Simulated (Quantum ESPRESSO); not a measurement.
# What a tighter setting buys: K_POINTS, Mg₂SiS₄ (Pnma, 28 atoms in the cell)

Cell: a = 12.5371 Å, b = 7.3332 Å, c = 5.8484 Å, α = 90.00°, β = 90.00°, γ = 90.00°.

Computed with PBEsol, GBRV 1.5 ultrasoft (PBESOL) pseudopotentials (plane waves; Quantum ESPRESSO 7.5).

Base settings: ecutwfc = 40 Ry; ecutrho = 200 Ry; occupations = smearing; smearing = gaussian; degauss = 0.0036749 Ry; potentials = {Mg: mg_pbesol_v1.4.uspp.F.UPF, Si: si_pbesol_v1.uspp.F.UPF, S: s_pbesol_v1.4.uspp.F.UPF}; K_POINTS = automatic 2 2 3 0 0 0; conv_thr = 1e-08 Ry; mixing_beta = 0.5.

Misses are taken against the tightest run, automatic 3 4 5 0 0 0, which need not be fully converged itself. The energy is the free energy per atom.

The count of work is k-points × plane waves × bands × iterations; it is no time, and leaves out set-up, grids and terms that scale otherwise. Core times come from one kind of shared machine and are given to one figure; runs under 30 s give none.

The starting cell comes from a database of computed structures (which also holds hypothetical and non-ambient phases and stackings), without a prior relaxation at this level. Its lattice was rescaled by a random factor within 2.5 % of one.

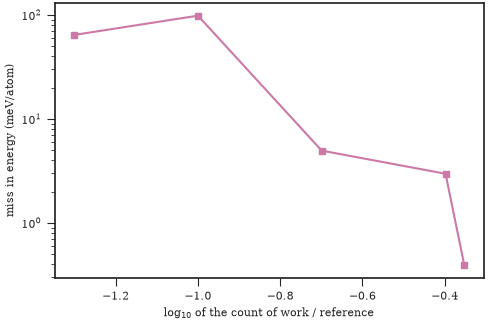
Fig. 1. Miss against the count of work; the reference run is not drawn, and misses under 0.1 meV/atom are drawn there.

```csv
K_POINTS,energy less reference (meV/atom),pressure less reference (GPa),largest difference in the force on any atom (eV/Å),count of work / reference,core time / reference (rough)
automatic 1 1 1 0 0 0,64.41,0.03,0.393,0.050,0.1
automatic 1 1 2 0 0 0,98.69,1.17,0.211,0.10,0.2
automatic 1 2 2 0 0 0,4.97,0.07,0.038,0.20,0.3
automatic 2 2 3 0 0 0,2.98,0.04,0.015,0.40,0.5
automatic 2 3 3 0 0 0,0.39,0.00,0.005,0.44,0.5
automatic 3 4 5 0 0 0,0.00,0.00,0.000,1.0,1
```

Coarsest setting among those run that, with all tighter ones, holds the energy within 20 meV/atom of the reference: automatic 1 2 2 0 0 0, off by 5.0 meV/atom; it needs 0.20 of the reference's count of work and about 0.3 of the reference's time.

The step from automatic 1 1 1 0 0 0 to automatic 1 2 2 0 0 0: it takes the miss in the energy from 64 to 5.0 meV/atom, for 4.0 times the count of work and roughly 3 times the time.
